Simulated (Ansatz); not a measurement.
**Ligand exchange: Cd(CH3)Cl + C4H10S → Cd(CH3)(SH) + C4H9Cl**

Species: Cd(CH3)Cl, singlet; C4H10S (2-methyl-2-propanethiol) `CC(C)(C)S`, singlet; Cd(CH3)(SH), singlet; C4H9Cl (2-chloro-2-methylpropane) `CC(C)(C)Cl`, singlet. The partners trade Cl for SH: Cd–Cl and C–SH bonds give way to Cd–SH and C–Cl.

Shapes, held fixed at every level: PBE0-D4/def2-TZVP. Flexible molecules stand in one conformer, not always the lowest. Programs: Ansatz 0.2.0. Electronic energies: no zero-point or thermal term.

| level | kind | ΔE (kJ/mol) | less CCSD(T)/def2-TZVPP |
| --- | --- | --- | --- |
| HF/def2-TZVPP | Hartree–Fock | +45.4 | +7.4 |
| PBE-D4/def2-TZVPP | GGA | +33.6 | -4.4 |
| r2SCAN-D4/def2-TZVPP | meta-GGA | +36.1 | -1.9 |
| wB97M-V/def2-TZVPP | range-separated hybrid | +38.6 | +0.6 |
| wB97X-V/def2-TZVPP | range-separated hybrid | +40.0 | +2.0 |
| MP2/def2-SVP | perturbation theory | +43.8 | +5.8 |
| CCSD(T)/def2-TZVPP | coupled cluster or CI | +38.0 | 0.0 |

The highest level, CCSD(T)/def2-TZVPP, gives ΔE = +38.0 kJ/mol; the levels span +33.6 to +45.4. The column of differences is taken from that level and isn't an error. No measured value is set beside it here. For atoms past krypton def2 sets carry core potentials with scalar relativity. Outer-core shells of Cd are correlated in most correlated rows, in sets that cover them unevenly.

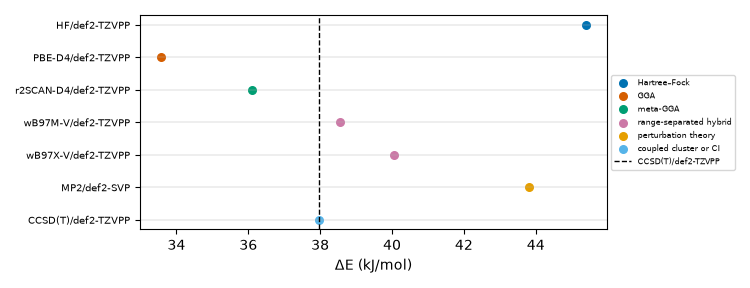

The values of the table, level by level.
